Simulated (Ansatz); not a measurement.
The parent structure is MgO in the rock salt structure (space group Fm-3m, No. 225; a = 4.204 Å). Axes: x, y, z lie along the cube axes.

Modification: biaxial strain +1.25 %, plane normal [111], relaxed out of plane (Cartesian); in-plane vectors clamped, the third vector and the atoms free.

Computed with Ansatz (an electronic-structure program) r2SCAN, no spin-orbit coupling.

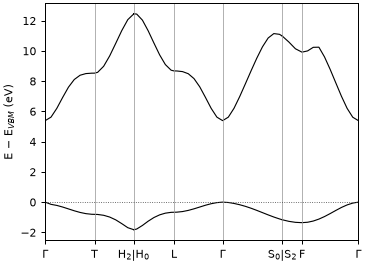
Fig. 1. Highest valence and lowest conduction band along the path of the changed cell's own zone

Task: From the figure, how large is the changed gap, and is it direct?

Result: About 5.4 eV, direct at Γ.

Stability against distortions was not tested. k-point labels follow each cell's own Brillouin zone.
